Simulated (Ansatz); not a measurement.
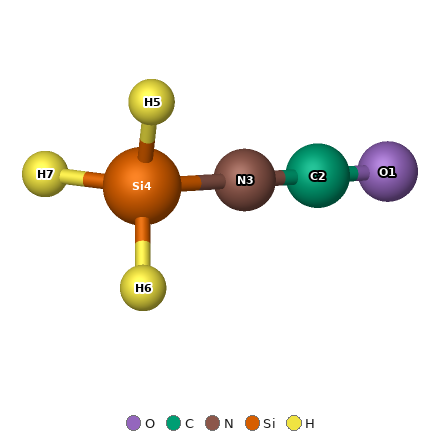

The system is CH3NOSi, SMILES O=C=N[SiH3]; the picture shows the grid point nearest to the relaxed geometry. Two internal coordinates are moved rigidly from the geometry relaxed at PBE0-D4/def2-TZVP, all others fixed. First axis: bond C2–N3. Second axis: angle H7–Si4–N3. The grid has 7 × 7 points. Energies: kJ/mol, counted from the lowest grid point. Level of theory: RKS PBE-D4/def2-TZVPP (Ansatz).

Its coordinates:

```yaml
atoms:
  - { symbol: O, position_ang: [1.1589, -2.4161, 1.4292] }
  - { symbol: C, position_ang: [0.7166, -1.4908, 0.8764] }
  - { symbol: N, position_ang: [0.2550, -0.5252, 0.2992] }
  - { symbol: Si, position_ang: [-0.3928, 0.8304, -0.5076] }
  - { symbol: H, position_ang: [0.7187, 1.6187, -1.0893] }
  - { symbol: H, position_ang: [-1.1444, 1.6551, 0.4672] }
  - { symbol: H, position_ang: [-1.2993, 0.3617, -1.5817] }
```

Range: bond C2–N3 from 1.071 to 1.428 Å; angle H7–Si4–N3 from 84.9 to 132.9°.

**Predict the map.**

The lowest grid point is at bond C2–N3 = 1.216 Å, angle H7–Si4–N3 = 108.9°. No other kind of well shows on this grid. The highest grid point, bond C2–N3 = 1.428 Å, angle H7–Si4–N3 = 84.9°, lies 194 kJ/mol above the lowest. Round the minimum the two coordinates are nearly uncoupled.

| angle H7–Si4–N3 ↓, bond C2–N3 → | 1.071 | 1.106 | 1.157 | 1.216 | 1.282 | 1.353 | 1.428 |
| --- | --- | --- | --- | --- | --- | --- | --- |
| 132.9 | 144 | 91 | 48 | 37 | 60 | 112 | 184 |
| 124.9 | 123 | 70 | 27 | 17 | 40 | 91 | 164 |
| 116.9 | 110 | 57 | 14 | 4 | 27 | 79 | 152 |
| 108.9 | 106 | 52 | 10 | 0 | 24 | 76 | 149 |
| 100.9 | 110 | 57 | 15 | 5 | 29 | 81 | 154 |
| 92.9 | 124 | 71 | 29 | 20 | 43 | 96 | 169 |
| 84.9 | 149 | 97 | 55 | 45 | 69 | 121 | 194 |

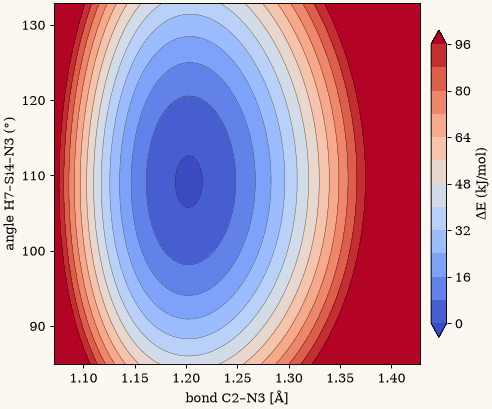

In the figure: filled contours, one colour for all values above the top of the scale. Between grid points the surface is interpolated.
